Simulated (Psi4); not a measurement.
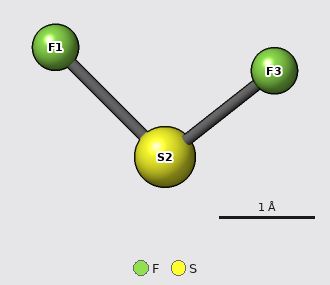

Fig. 1: The structure as given in the input (ball-and-stick view, seen at a tilt; atoms are numbered from 1 in the order of the input). Bond lengths as drawn: F–S 1.63 Å.

## Run report: SF2, field calculation (part 1 of 2)

- system: SF2 (sulfur difluoride), SMILES FSF
- method: CCSD/CBS, RHF, in an applied electric field (Psi4 1.11)

The geometry comes from this level: GFN2-xTB.

Input file (job.py)
```python
import psi4

psi4.set_memory(1600000000)
psi4.set_num_threads(1)
psi4.core.set_output_file('run.log', False)

mol = psi4.geometry("""
0 1
F      0.85933406     2.13826290     0.70877958
S     -1.18478269     0.24891473    -0.62047268
F      0.32544863    -2.38715873    -0.08830690
units bohr
symmetry c1
no_reorient
no_com
""")

psi4.set_options({
    'reference': 'rhf',
    'freeze_core': True,
    'perturb_h': True,
    'perturb_with': 'dipole',
    'perturb_dipole': [0.01, 0.0, 0.0],
})

E = psi4.energy('ccsd/cc-pv[dt]z')
print(f'ccsd/cc-pv[dt]z energy: {E:.10f} Eh')
```

Machine: 1 thread of Intel Xeon @ 2.90GHz (Ice Lake), 16 GiB of memory available, shared host.

Launched with:
```bash
python job.py
```

The program's output
```
Psi4 1.11 release

   => Loading Basis Set <=

    Name: CC-PVTZ
    Role: ORBITAL
    Keyword: BASIS

         ---------------------------------------------------------
                                   SCF
                              RHF Reference
                        1 Threads,   1525 MiB Core
         ---------------------------------------------------------

  ==> Geometry <==

    Molecular point group: c1
    Full point group: C1

    Geometry (in Bohr), charge = 0, multiplicity = 1:

       Center              X                  Y                   Z               Mass
    ------------   -----------------  -----------------  -----------------  -----------------
         F            0.859334060000     2.138262900000     0.708779580000    18.998403162730
         S           -1.184782690000     0.248914730000    -0.620472680000    31.972071174400
         F            0.325448630000    -2.387158730000    -0.088306900000    18.998403162730

  Running in c1 symmetry.

  Rotational constants: A =      0.78437  B =      0.29614  C =      0.21498 [cm^-1]
  Rotational constants: A =  23514.87310  B =   8878.05185  C =   6444.81050 [MHz]
  Nuclear repulsion =  110.797963429348940

  Charge       = 0
  Multiplicity = 1
  Electrons    = 34
  Nalpha       = 17
  Nbeta        = 17

  ==> Algorithm <==

  SCF Algorithm Type is PK.
  DIIS enabled.
  MOM disabled.
  Fractional occupation disabled.
  Guess Type is SAD.
  Energy threshold   = 1.00e-08
  Density threshold  = 1.00e-08
  Integral threshold = 1.00e-12

  ==> Primary Basis <==

  Basis Set: CC-PVTZ
    Blend: CC-PVTZ
    Number of shells: 32
    Number of basis functions: 94
    Number of Cartesian functions: 109
    Spherical Harmonics?: true
    Max angular momentum: 3

  ==> Integral Setup <==

  Using in-core PK algorithm.
   Calculation information:
      Number of atoms:                   3
      Number of AO shells:              32
      Number of primitives:            112
      Number of atomic orbitals:       109
      Number of basis functions:        94

      Integral cutoff                 1.00e-12
      Number of threads:                 1

  Performing in-core PK
  Using 19940690 doubles for integral storage.
  We computed 135260 shell quartets total.
  Whereas there are 139656 unique shell quartets.

  ==> DiskJK: Disk-Based J/K Matrices <==

    J tasked:                  Yes
    K tasked:                  Yes
    wK tasked:                  No
    Memory [MiB]:             1144
    Schwarz Cutoff:          1E-12

  Perturbing V by 0.010000 mu(x).
  Minimum eigenvalue in the overlap matrix is 9.0099741528E-03.
  Reciprocal condition number of the overlap matrix is 2.4665589252E-03.
    Using symmetric orthogonalization.

  ==> Pre-Iterations <==

  SCF Guess: Superposition of Atomic Densities via on-the-fly atomic UHF (no occupation information).

   -------------------------
    Irrep   Nso     Nmo
   -------------------------
     A         94      94
   -------------------------
    Total      94      94
   -------------------------

  ==> Iterations <==

                        Total Energy        Delta E     RMS |[F,P]|

   @RHF iter SAD:  -595.81693894878390   -5.95817e+02   0.00000e+00
   @RHF iter   1:  -596.38396782391226   -5.67029e-01   4.11722e-03 ADIIS/DIIS
   @RHF iter   2:  -596.42506659181106   -4.10988e-02   2.48357e-03 ADIIS/DIIS
   @RHF iter   3:  -596.44014063226416   -1.50740e-02   4.06104e-04 ADIIS/DIIS
   @RHF iter   4:  -596.44075581648963   -6.15184e-04   8.78505e-05 DIIS
   @RHF iter   5:  -596.44081131947030   -5.55030e-05   1.78812e-05 DIIS
   @RHF iter   6:  -596.44081481768228   -3.49821e-06   5.70748e-06 DIIS
   @RHF iter   7:  -596.44081524761555   -4.29933e-07   1.54401e-06 DIIS
   @RHF iter   8:  -596.44081527982121   -3.22057e-08   6.22907e-07 DIIS
   @RHF iter   9:  -596.44081528275160   -2.93039e-09   2.47329e-07 DIIS
   @RHF iter  10:  -596.44081528351194   -7.60338e-10   7.30646e-08 DIIS
   @RHF iter  11:  -596.44081528363290   -1.20963e-10   2.48352e-08 DIIS
   @RHF iter  12:  -596.44081528364779   -1.48930e-11   6.12387e-09 DIIS
  Energy and wave function converged.

  ==> Post-Iterations <==

    Orbital Energies [Eh]
    ---------------------

    Doubly Occupied:

       1A    -92.119506     2A    -26.338914     3A    -26.337212
       4A     -9.105240     5A     -6.785613     6A     -6.784178
       7A     -6.781085     8A     -1.650470     9A     -1.613122
      10A     -0.979738    11A     -0.754599    12A     -0.734377
      13A     -0.733151    14A     -0.692568    15A     -0.658803
      16A     -0.598613    17A     -0.399243

    Virtual:

      18A      0.090503    19A      0.134976    20A      0.405545
      21A      0.433232    22A      0.439694    23A      0.457350
      24A      0.554410    25A      0.557354    26A      0.603189
      27A      0.625436    28A      0.720385    29A      0.925031
      30A      0.990076    31A      1.007612    32A      1.022830
      33A      1.037661    34A      1.121136    35A      1.575744
      36A      1.663231    37A      1.688887    38A      1.713208
      39A      1.736027    40A      1.736842    41A      1.770457
      42A      1.839440    43A      1.866753    44A      1.872141
      45A      1.873626    46A      1.972958    47A      2.061918
      48A      2.068749    49A      2.167551    50A      2.249499
      51A      2.308133    52A      2.326759    53A      2.412488
      54A      2.554096    55A      2.706577    56A      2.829206
      57A      2.841710    58A      2.863073    59A      2.902322
      60A      3.024714    61A      3.330144    62A      4.247123
      63A      5.081698    64A      5.101825    65A      5.108802
      66A      5.166595    67A      5.713288    68A      5.801998
      69A      7.331629    70A      7.334140    71A      7.345164
      72A      7.359276    73A      7.360157    74A      7.361819
      75A      7.362686    76A      7.378128    77A      7.410880
      78A      7.411879    79A      7.417366    80A      7.439384
      81A      7.495534    82A      7.505776    83A      8.828912
      84A      8.850413    85A      8.857423    86A      8.859221
      87A      9.025231    88A      9.096325    89A      9.099528
      90A      9.205459    91A      9.283076    92A      9.383020
      93A     11.231298    94A     11.472548

    Final Occupation by Irrep:
              A
    DOCC [    17 ]
    NA   [    17 ]
    NB   [    17 ]

  @RHF Final Energy:  -596.44081528364779

   => Energetics <=

    Nuclear Repulsion Energy =            110.7979634293489397
    One-Electron Energy =               -1048.3446941103552490
    Two-Electron Energy =                 341.1059153973585580
    Total Energy =                       -596.4408152836477939

Computation Completed

Properties will be evaluated at   0.000000,   0.000000,   0.000000 [a0]

Properties computed using the SCF density matrix

 Multipole Moments:

 ------------------------------------------------------------------------------------
     Multipole            Electronic (a.u.)      Nuclear  (a.u.)        Total (a.u.)
 ------------------------------------------------------------------------------------

 L = 1.  Multiply by 2.5417464519 to convert [e a0] to [Debye]
 Dipole X            :          7.5167848           -8.2934788           -0.7766940
 Dipole Y            :         -1.6172186            1.7425732            0.1253546
 Dipole Z            :          4.0061147           -4.3433088           -0.3371940
 Magnitude           :                                                    0.8559598

 ------------------------------------------------------------------------------------

	total time  =          5 seconds =       0.08 minutes
 MINTS: Wrapper to libmints.

   Calculation information:
      Number of threads:                 1
      Number of atoms:                   3
      Number of AO shells:              32
      Number of SO shells:              32
      Number of primitives:            112
      Number of atomic orbitals:       109
      Number of basis functions:        94

      Number of irreps:                  1
      Integral cutoff                 1.00e-12
      Number of functions per irrep: [  94 ]

 OEINTS: Overlap, kinetic, potential, dipole, and quadrupole integrals
         stored in file 35.

      Computing two-electron integrals...done
      Computed 9023953 non-zero two-electron integrals.
        Stored in file 33.

	Wfn Parameters:
	--------------------
	Wavefunction         = CCSD
	Number of irreps     = 1
	Number of MOs        = 94
	Number of active MOs = 87
	AO-Basis             = NONE
	Semicanonical        = false
	Reference            = RHF
	Print Level          = 1

	IRREP	# MOs	# FZDC	# DOCC	# SOCC	# VIRT	# FZVR
	-----	-----	------	------	------	------	------
	 A	   94	    7	    10	    0	    77	    0
	Transforming integrals...
	IWL integrals will be deleted.
	(OO|OO)...
	Presorting SO-basis two-electron integrals.
	Sorting File: SO Ints (nn|nn) nbuckets = 1
	Constructing frozen core operators
	Starting first half-transformation.
	Sorting half-transformed integrals.
	First half integral transformation complete.
	Starting second half-transformation.
	Two-electron integral transformation complete.
	(OO|OV)...
	Starting second half-transformation.
	Two-electron integral transformation complete.
	(OO|VV)...
	Starting second half-transformation.
	Two-electron integral transformation complete.
	(OV|OO)...
	Starting first half-transformation.
	Sorting half-transformed integrals.
	First half integral transformation complete.
	Starting second half-transformation.
	Two-electron integral transformation complete.
	(OV|OV)...
	Starting second half-transformation.
	Two-electron integral transformation complete.
	(OV|VV)...
	Starting second half-transformation.
	Two-electron integral transformation complete.
	(VV|OO)...
	Starting first half-transformation.
	Sorting half-transformed integrals.
	First half integral transformation complete.
	Starting second half-transformation.
	Two-electron integral transformation complete.
	(VV|OV)...
	Starting second half-transformation.
	Two-electron integral transformation complete.
	(VV|VV)...
	Starting second half-transformation.
	Two-electron integral transformation complete.
	Frozen core energy     =   -611.47184054063496

	Size of irrep 0 of <ab|cd> integrals:     35.153 (MW) /    281.224 (MB)
	Total:                                    35.153 (MW) /    281.224 (MB)

	Size of irrep 0 of <ia|bc> integrals:      4.565 (MW) /     36.523 (MB)
	Total:                                     4.565 (MW) /     36.523 (MB)

	Size of irrep 0 of tijab amplitudes:       0.593 (MW) /      4.743 (MB)
	Total:                                     0.593 (MW) /      4.743 (MB)

	Nuclear Rep. energy          =    110.79796342934894
	SCF energy                   =   -596.44081528364779
	One-electron energy          =   -173.90450881110522
	Two-electron energy          =     78.13757063874327
	Reference energy             =   -596.44081528364791

	total time  =          7 seconds =       0.12 minutes
            **************************
            *                        *
            *        CCENERGY        *
            *                        *
            **************************

    Nuclear Rep. energy (wfn)     =  110.797963429348940
    SCF energy          (wfn)     = -596.440815283647794
    Reference energy    (file100) = -596.440815283647908

    Input parameters:
    -----------------
    Wave function   =     CCSD
    Reference wfn   =     RHF
    Brueckner       =     No
    Memory (Mbytes) =     1600.0
    Maxiter         =     50
    R_Convergence   =     1.0e-07
    E_Convergence   =     1.0e-06
    Restart         =     Yes
    DIIS            =     Yes
    AO Basis        =     NONE
    ABCD            =     NEW
    Cache Level     =     2
    Cache Type      =     LOW
    Print Level     =     1
    Num. of threads =     1
    # Amps to Print =     10
    Print MP2 Amps? =     No
    Analyze T2 Amps =     No
    Print Pair Ener =     No
    Local CC        =     No
    SCS-MP2         =     False
    SCSN-MP2        =     False
    SCS-CCSD        =     False

MP2 correlation energy -0.6761052186207112
                Solving CC Amplitude Equations
                ------------------------------
  Iter             Energy              RMS        T1Diag      D1Diag    New D1Diag    D2Diag
  ----     ---------------------    ---------   ----------  ----------  ----------   --------
     0        -0.676105218620711    0.000e+00    0.000000    0.000000    0.000000    0.139650
     1        -0.667863531356089    7.561e-02    0.012254    0.034533    0.034533    0.149802
     2        -0.684142196099697    2.947e-02    0.011224    0.030719    0.030719    0.157812
     3        -0.688729806680922    1.284e-02    0.013557    0.039144    0.039144    0.163393
     4        -0.688134578710696    3.059e-03    0.013954    0.040574    0.040574    0.164310
     5        -0.688144992206124    1.568e-03    0.014190    0.041921    0.041921    0.164633
     6        -0.688204482773976    5.141e-04    0.014278    0.042422    0.042422    0.164703
     7        -0.688187216859510    2.362e-04    0.014305    0.042639    0.042639    0.164693
     8        -0.688185139251872    6.878e-05    0.014311    0.042700    0.042700    0.164689
     9        -0.688188797069274    2.670e-05    0.014314    0.042716    0.042716    0.164688
    10        -0.688186732217842    9.631e-06    0.014314    0.042720    0.042720    0.164686
    11        -0.688187271162122    3.508e-06    0.014314    0.042720    0.042720    0.164685
    12        -0.688187088794803    1.411e-06    0.014314    0.042721    0.042721    0.164685
    13        -0.688187093255552    6.440e-07    0.014314    0.042720    0.042720    0.164685
    14        -0.688187113765256    2.914e-07    0.014314    0.042720    0.042720    0.164685
    15        -0.688187115557005    1.585e-07    0.014314    0.042720    0.042720    0.164685
    16        -0.688187113597230    7.750e-08    0.014314    0.042720    0.042720    0.164685

    Iterations converged.

    Largest TIA Amplitudes:
              3   0        -0.0325586839
              7   0         0.0252768805
              4   1        -0.0228781993
              5   6        -0.0143318396
              2   1        -0.0135587396
              6   7        -0.0131663704
              4   9        -0.0108409157
              4   8        -0.0099826361
              3   4         0.0099665381
              8   8         0.0083006851

    Largest TIjAb Amplitudes:
      8   8   0   0        -0.0561477637
      9   9   1   1        -0.0525689606
      9   9   7   7        -0.0403576975
      9   9   6   6        -0.0382046290
      8   8   1   1        -0.0338928096
      8   9   0   7         0.0336833774
      9   8   7   0         0.0336833774
      9   9   0   0        -0.0330034052
      9   9   2   2        -0.0274712339
      3   3   0   0        -0.0269978241

    SCF energy       (wfn)                    = -596.440815283647794
    Reference energy (file100)                = -596.440815283647908

    Opposite-spin MP2 correlation energy      =   -0.502496324615159
    Same-spin MP2 correlation energy          =   -0.173608894005552
    Singles MP2 correlation energy            =   -0.000000000000000
    MP2 correlation energy                    =   -0.676105218620711
      * MP2 total energy                      = -597.116920502268613

    Opposite-spin CCSD correlation energy     =   -0.532871711655601
    Same-spin CCSD correlation energy         =   -0.155315401941630
    Singles CCSD correlation energy           =    0.000000000000000
    CCSD correlation energy                   =   -0.688187113597230
      * CCSD total energy                     = -597.129002397245131

    Psi4 run time: 0:00:26.32

    -----------------------------------------------------------------------
                               Psi4 1.11 release

    h
    h
    h

    -----------------------------------------------------------------------
```
